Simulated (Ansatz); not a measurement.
Si2H8S: several calculations on one system

### Relaxation

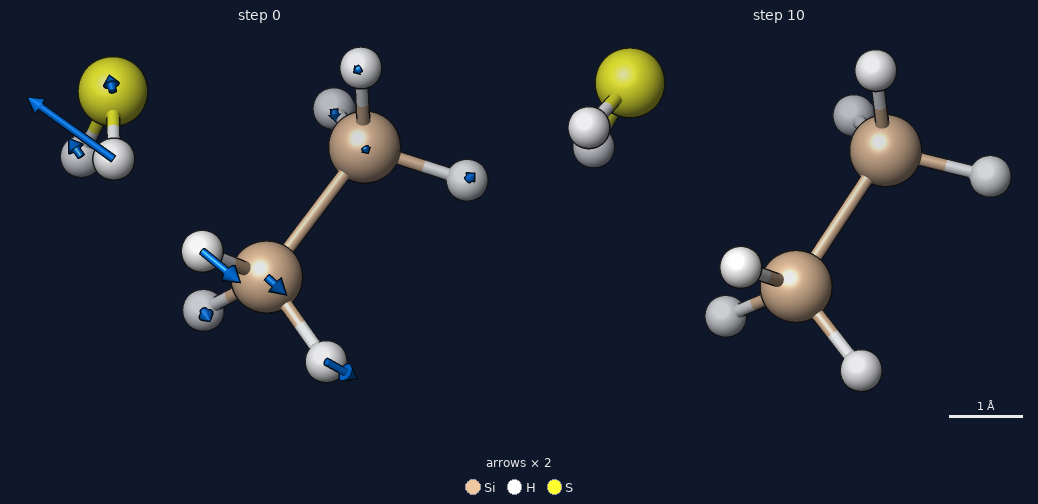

The structure of Si2H8S before (left) and after (right) a relaxation, at one scale. The blue arrows give the displacements, 2 times their true length.

Style: ball-and-stick. Shown at a tilt.

The run prepares an end point of a later path (reaction) calculation, from a guessed geometry.

Computed with Ansatz 0.2.0, RKS PBE0-D4/6-31G*. (no spin polarisation; force threshold 0.03 eV/Å; at most 50 steps)

Describe what moved and what it gained.

Answer. The atom that moves furthest after the best rigid fit is an H atom (0.75 Å). Largest moves by element: H 0.75 Å, Si 0.20 Å, S 0.14 Å. Among the contacts that change: H–S 1.377 → 1.345 Å, H–Si 1.474 → 1.491 Å, H–S 1.350 → 1.345 Å. The energy falls by 0.138 eV in 7 accepted moves (10 points after the start). Largest force component: 0.88 eV/Å at the start, 0.0094 eV/Å at the end. The line search rejected the trial steps at points 3, 7, 9 of the run. The forces were under the threshold at step 6, but the run went on from there.

### Relaxation

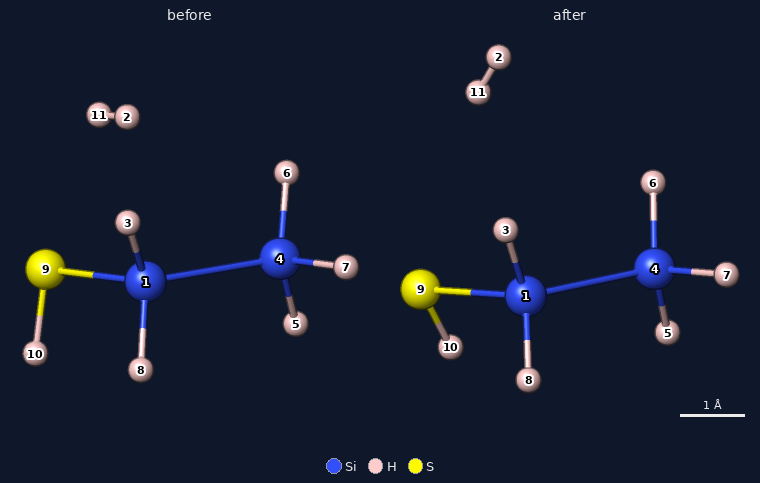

The structure of Si₂H₈S before (left) and after (right) a relaxation, at one scale.

A ball-and-stick model, seen at a tilt.

The run prepares an end point of a later path (reaction) calculation, from a guessed geometry.

Level of theory: RKS PBE0-D4/6-31G* (Ansatz 0.2.0). Set-up: no spin polarisation; force threshold 0.03 eV/Å; at most 50 steps.

**What changed between the two?**

After 12 accepted moves (14 points after the start) the energy has fallen by 16.3 kJ/mol. The largest force component goes from 1.2 to 0.0093 eV/Å. The line search rejected the trial steps at points 8, 13 of the run. The forces were under the threshold at step 7, but the run went on from there. The largest move after the best rigid fit is that of H2, 0.96 Å. Largest moves by element: H 0.96 Å, S 0.40 Å, Si 0.27 Å. Some distances before and after: H2–H11 0.708 → 0.744 Å, Si1–S9 2.162 → 2.157 Å, Si1–Si4 2.342 → 2.338 Å. Among the angles between lasting bonds that change: H3–Si1–S9 108.8° → 103.7°, H8–Si1–S9 106.8° → 111.0°. Groups turn about Si1–S9 by about 45°.

Limits of the set-up: the start holds two separate molecules, 2.4 Å apart at their closest, whose relative position is a soft coordinate.

### Path

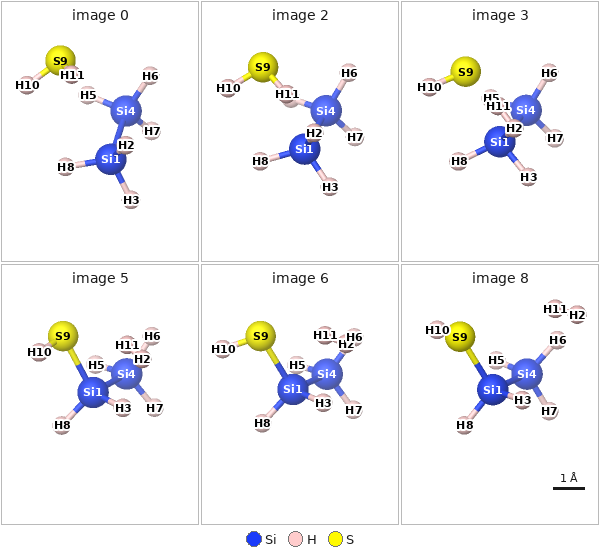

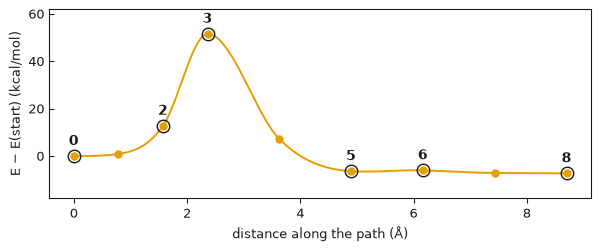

NEB run on Si₂H₈S, made up at the start of Si2H6 and H₂S. Images are numbered from 0 (start) to 8 (end). A ball-and-stick model, seen from a free direction.

These are results of Ansatz, RKS PBE0-D4/6-31G*, not measurements. Settings: 7 movable images; climbing image; force threshold 0.03 eV/Å; iteration limit 41; starting path through a guess of the saddle point.

**What happens along the path, and what is the barrier?**

The path has more than one stage, and so few images may leave a stage unresolved. Breaking: S9–H11 (1.35 → 1.82 at the top → 3.24 Å), Si1–H2 (1.49 → 1.74 at the top → 3.88 Å). Forming: H2–H11 (2.96 → 0.91 at the top → 0.74 Å), Si1–S9 (3.68 → 2.57 at the top → 2.16 Å). The highest point, image 3, lies 51.6 kcal/mol above the start and 58.8 kcal/mol above the end; the end is at −7.3 kcal/mol relative to the start. The band converged in 19 iterations. The largest component of the band force went from 5.6 to 0.03 eV/Å. The climbing image converged on the top of the path. Its vibrational analysis gives one imaginary mode (1210i cm⁻¹), as a transition state must have.

Limits of the set-up: the start holds two separate molecules, 3.0 Å apart at their closest, whose relative position is a soft coordinate.

The run took 7.8 min on 1 thread of Arm Neoverse V2, with other jobs on the host, peak memory 0.15 GiB.
